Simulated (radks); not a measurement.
# Valence configurations of Ti²⁺

NIST gives [Ar] 3d2 as the ground configuration of Ti²⁺. Does this level of theory agree? Several fillings of the valence shells are run.

The numbers are computed with radks (a radial shooting solver on a logarithmic mesh, Libxc functionals) version 1 (scalar-relativistic Kohn-Sham, PBE, spin-unpolarised, spherical densities, finite nucleus), except any that are marked as measured or tabulated.

## Step 1: The atom as given

- element: titanium (Z = 22)
- charge: +2
- electrons: 20
- configuration: [Ar] 3d2
- nuclear rms radius: 3.5921 fm
- others tried: 3d1 4s1; 3d1 4s0.5 4p0.5; 3d1.5 4p0.5; 4s2; 3d1 4p1; 3d1.5 4s0.5; 3d0.5 4s0.5 4p1; 4s0.5 4p1.5; 4s1 4p1

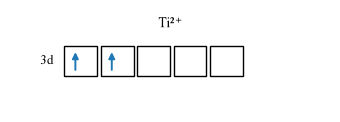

Occupation of the outer shells (arrows by Hund's rule).

## Step 2: [Ar] 3d2

The run's settings:

```text
Z 22
configuration [Ar] 3d2
relativity scalar-relativistic
functional pbe,pbe
spin unpolarised
nucleus finite rms 3.5921 fm
c 137.035999084
```

## Step 3: [Ar] 3d1 4s1

Input: that of step 2 with these lines changed.

```diff
@@ -1,3 +1,3 @@
 Z 22
-configuration [Ar] 3d2
+configuration [Ar] 3d1 4s1
 relativity scalar-relativistic
```

## Step 4: [Ar] 3d1 4s0.5 4p0.5

Input: that of step 3 with these lines changed.

```diff
@@ -1,3 +1,3 @@
 Z 22
-configuration [Ar] 3d1 4s1
+configuration [Ar] 3d1 4s0.5 4p0.5
 relativity scalar-relativistic
```

## Step 5: [Ar] 3d1.5 4p0.5

The run's settings:

```text
Z 22
configuration [Ar] 3d1.5 4p0.5
relativity scalar-relativistic
functional pbe,pbe
spin unpolarised
nucleus finite rms 3.5921 fm
c 137.035999084
```

## Step 6: [Ar] 4s2

Input: that of step 5 with these lines changed.

```diff
@@ -1,3 +1,3 @@
 Z 22
-configuration [Ar] 3d1.5 4p0.5
+configuration [Ar] 4s2
 relativity scalar-relativistic
```

## Step 7: [Ar] 3d1 4p1

Input: that of step 6 with these lines changed.

```diff
@@ -1,3 +1,3 @@
 Z 22
-configuration [Ar] 4s2
+configuration [Ar] 3d1 4p1
 relativity scalar-relativistic
```

## Step 8: [Ar] 3d1.5 4s0.5

Input: that of step 7 with these lines changed.

```diff
@@ -1,3 +1,3 @@
 Z 22
-configuration [Ar] 3d1 4p1
+configuration [Ar] 3d1.5 4s0.5
 relativity scalar-relativistic
```

## Step 9: [Ar] 3d0.5 4s0.5 4p1

The run's settings:

```text
Z 22
configuration [Ar] 3d0.5 4s0.5 4p1
relativity scalar-relativistic
functional pbe,pbe
spin unpolarised
nucleus finite rms 3.5921 fm
c 137.035999084
```

## Step 10: [Ar] 4s0.5 4p1.5

The run's settings:

```text
Z 22
configuration [Ar] 4s0.5 4p1.5
relativity scalar-relativistic
functional pbe,pbe
spin unpolarised
nucleus finite rms 3.5921 fm
c 137.035999084
```

## Step 11: [Ar] 4s1 4p1

Input: that of step 10 with these lines changed.

```diff
@@ -1,3 +1,3 @@
 Z 22
-configuration [Ar] 4s0.5 4p1.5
+configuration [Ar] 4s1 4p1
 relativity scalar-relativistic
```

Q: Predict the outcome of this session. Wanted: for each run, valence; E − E(NIST configuration); highest level; its energy; 1s shift.

**Answer**, as computed:

| valence | E − E(NIST configuration) (eV) | highest level | its energy (eV) | 1s shift (eV) |
| --- | --- | --- | --- | --- |
| 3d2 | 0.000 | 3d | -19.680 | +0.00 |
| 3d1.5 4s0.5 | 1.737 | 4s | -17.916 | -3.10 |
| 3d1.5 4p0.5 | 4.055 | 4p | -13.598 | -3.68 |
| 3d1 4s1 | 4.239 | 4s | -18.973 | -6.53 |
| 3d1 4s0.5 4p0.5 | 6.658 | 4p | -14.432 | -7.10 |
| 3d1 4p1 | 9.085 | 4p | -14.720 | -7.67 |
| 4s2 | 11.891 | 4s | -21.119 | -14.27 |
| 3d0.5 4s0.5 4p1 | 12.654 | 4p | -15.540 | -11.38 |
| 4s1 4p1 | 17.175 | 4p | -16.351 | -15.37 |
| 4s0.5 4p1.5 | 19.830 | 4p | -16.591 | -15.91 |

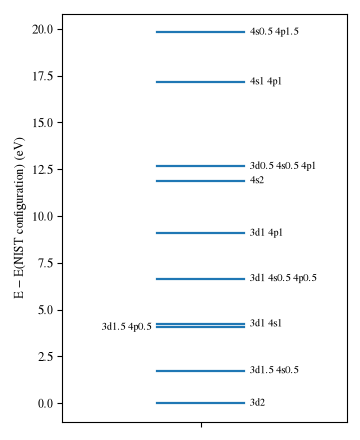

Energies of the configurations.

What this shows: The NIST configuration is the lowest of those tried, 1.737 eV under 3d1.5 4s0.5. The energies are those of spherical spin-averaged densities, not of single terms. The 1s eigenvalue shifts by up to 15.91 eV as the valence charge is rearranged.
